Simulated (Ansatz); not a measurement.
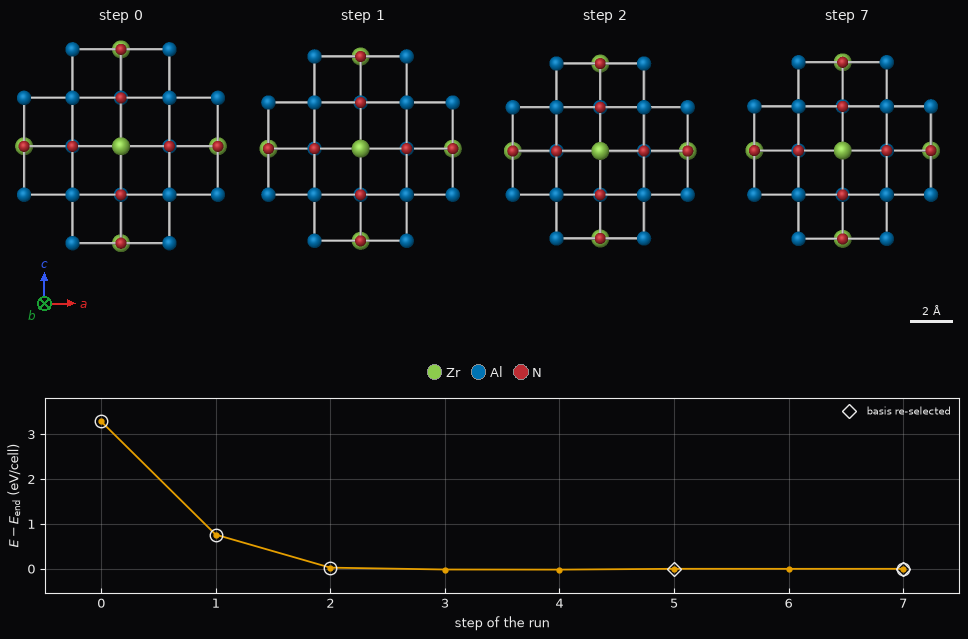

Frames of a relaxation of crystalline ZrAl3N4 (a generated structure, set up in Pm-3m) (coarse preliminary run), marked on the history of the run. Style: ball-and-stick. Shown: the cell of the calculation, along the b axis.

These are results of DFT PBE, scalar-relativistic, plane waves, PAW in Ansatz, not measurements. Set-up: plane-wave cutoff 420 eV; k-point mesh 4 × 4 × 4; occupations gaussian; smearing width 0.1 eV; no spin polarisation; cell and atoms relaxed; force threshold 0.04 eV/Å; at most 70 steps.

Question: What happens along the run?

Answer: No atom moves by more than 0.005 Å relative to the cell. The volume changes by −24.3 %, with a = b = c 4.716 → 4.298 Å (−8.9 %). Near-neighbour distances that change, for instance: Al–N 2.358 → 2.149 Å, N–Zr 2.358 → 2.149 Å. The space group stays Pm-3m (No. 221). The energy falls by 3.287 eV per cell of the calculation in 5 accepted moves (7 points after the start). All forces vanish by symmetry, so only the cell relaxes. The pressure goes from −32.93 to 0.00 GPa. At 2 points the geometry stayed and the basis and grid were re-selected for the new cell (energy shift of 18.3 meV per cell of the calculation at most each time). The run took 9.4 s on 1 thread of Intel(R) Xeon(R) 6975P-C (Granite Rapids), on a shared host, peak memory 0.4 GiB. From step 0 to 1: volume −13.9 %, energy −2.525 eV per cell of the calculation. From step 1 to 2: volume −14.6 %, energy −0.736 eV per cell of the calculation. From step 2 to 7: volume +2.9 %, energy −26.2 meV per cell of the calculation.

| step | E − E(0), meV/atom | pressure, GPa | volume, Å³/atom | note |
| --- | --- | --- | --- | --- |
| 0 | 0.00 | -32.93 | 13.114 |  |
| 1 | -315.65 | -19.76 | 11.288 |  |
| 2 | -407.63 | 6.99 | 9.640 |  |
| 3 | -412.84 | -1.09 | 9.994 |  |
| 4 | -413.16 | 0.01 | 9.941 |  |
| 5 | -410.88 | -0.43 | 9.941 | same geometry, new basis |
| 6 | -410.96 | 0.00 | 9.921 |  |
| 7 | -410.91 | 0.00 | 9.921 | same geometry, new basis |
